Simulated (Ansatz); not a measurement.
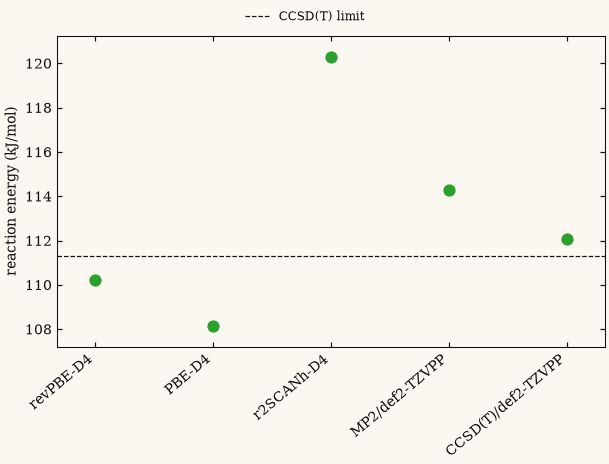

Electronic reaction energy of SiNH₂S₂F (N[Si]1(F)SS1) + H₂ ([H][H]) → SiNH₃S₂ (N[SiH]1SS1) + HF (F) (SMILES in brackets) at several levels (functionals in def2-TZVPP unless a basis is named), isolated molecules at PBE0-D4 triple-zeta geometries, minima by their frequencies, no zero-point or thermal terms, the Ansatz code 0.2.0. The line is frozen-core CCSD(T) at the basis limit (MP2 extrapolated from triple and quadruple zeta, plus CCSD(T) less MP2 in a smaller set). The distance of MP2/def2-TZVPP and CCSD(T)/def2-TZVPP to the limit includes basis error.

### What range do the values span, the line included?

From 108.2 kJ/mol (PBE-D4) to 120.3 kJ/mol (r2SCANh-D4).

### Give the values.

| level | kJ/mol | less CCSD(T) limit |
| --- | --- | --- |
| revPBE-D4 | 110.2 | −1.1 |
| PBE-D4 | 108.2 | −3.1 |
| r2SCANh-D4 | 120.3 | 9.0 |
| MP2/def2-TZVPP | 114.3 | 3.0 |
| CCSD(T)/def2-TZVPP | 112.1 | 0.8 |
| CCSD(T) limit | 111.3 | 0.0 |
